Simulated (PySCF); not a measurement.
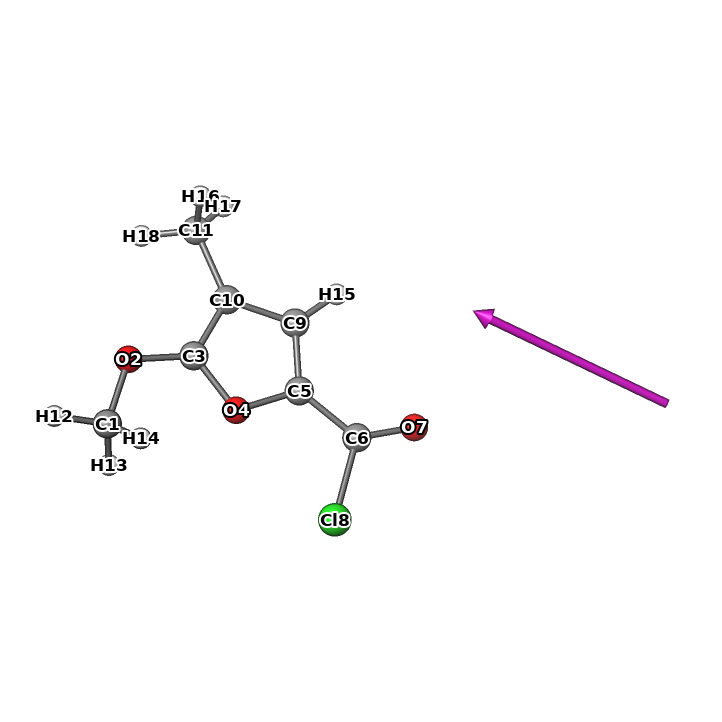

The arrow beside the molecule shows the direction of the dipole moment, from the negative to the positive end (its length means nothing). The computed structure is the end point of a GFN2-xTB optimisation. No frequency run is at hand to confirm it as a minimum. Level of theory: PBE0/pcSseg-1, gas phase (PySCF 2.14.0).

### How large is the dipole moment?

5.37 D; it points from the side of O7 to the side of H12 (the outermost atoms at the two ends).
